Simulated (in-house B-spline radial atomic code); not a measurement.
**Te⁵⁺: ionisation energy by several methods**

Wanted: one ionisation energy, Te⁵⁺ to configuration [Kr] 4d10, up the ladder of functionals.

Method: non-relativistic, several functionals, spin-polarised; spherical all-electron atom at the radial basis limit. Code: in-house B-spline radial atomic code version 1.

## (1) What is computed

| Item | Value |
| --- | --- |
| element | tellurium (Z = 52) |
| charge | +5 |
| electrons | 47 |
| configuration | [Kr] 4d10 5s1 |
| nucleus | point |

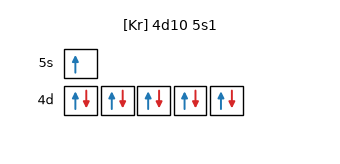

The shells outside the core, filled by Hund's rule for the drawing.

Where spins are not typed, each open shell is filled with up spins first.

## (2) PW91

The run's settings:

```ini
Z = 52
electrons = 47.0
configuration = [Kr] 4d10 5s1
hamiltonian = nr
method = pw91,pw91
spin_polarised = True
```

## (3) OLYP

The run's settings:

```ini
Z = 52
electrons = 47.0
configuration = [Kr] 4d10 5s1
hamiltonian = nr
method = optx,lyp
spin_polarised = True
```

## (4) M06-2X

The run's settings:

```ini
Z = 52
electrons = 47.0
configuration = [Kr] 4d10 5s1
hamiltonian = nr
method = m062x
spin_polarised = True
```

## (5) B3LYP

The run's settings:

```ini
Z = 52
electrons = 47.0
configuration = [Kr] 4d10 5s1
hamiltonian = nr
method = b3lyp
spin_polarised = True
```

## (6) ωB97X

The run's settings:

```ini
Z = 52
electrons = 47.0
configuration = [Kr] 4d10 5s1
hamiltonian = nr
method = wb97x
spin_polarised = True
```

**Question.** The tabulated ionisation energy is 69.1 ± 2 eV (tabulated theoretical; NIST Atomic Spectra Database). What does each method give, and which comes nearest?

The runs gave:

| method | rung | total energy (hartree) | ΔSCF (eV) | −ε highest (eV) | ΔSCF less tabulated (eV) |
| --- | --- | --- | --- | --- | --- |
| PW91 | GGA | -6609.2619 | 69.090 | 63.515 (5s up) | -0.010 |
| OLYP | GGA | -6611.0902 | 68.697 | 63.031 (5s up) | -0.403 |
| M06-2X | global hybrid | -6609.3680 | 68.251 | 65.322 (5s up) | -0.849 |
| B3LYP | global hybrid | -6608.9416 | 69.066 | 64.520 (5s up) | -0.034 |
| ωB97X | range-separated hybrid | -6609.0441 | 67.686 | 66.630 (5s up) | -1.414 |

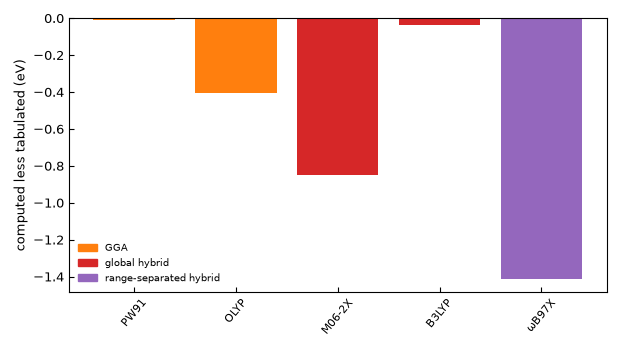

Error of each method against the tabulated value; one colour a rung.

**Reading.** The tabulated ionisation energy is 69.1 ± 2 eV (tabulated theoretical; NIST Atomic Spectra Database). PW91 comes nearest (-0.010 eV) and ωB97X is farthest (-1.414 eV, 2.0 %). Mean absolute error by rung (exchange-only levels left out): GGA 0.21 eV, global hybrid 0.44 eV, range-separated hybrid 1.41 eV. The table's own uncertainty is as large as these misses, so the order means little. These runs lack relativity altogether, which can outweigh the gaps between the methods, so the nearest may be so by luck. These runs leave out relativity, which matters at this nuclear charge. For the semilocal functionals minus the highest level recovers only 92 % of their own ΔSCF value, a mark of self-interaction.
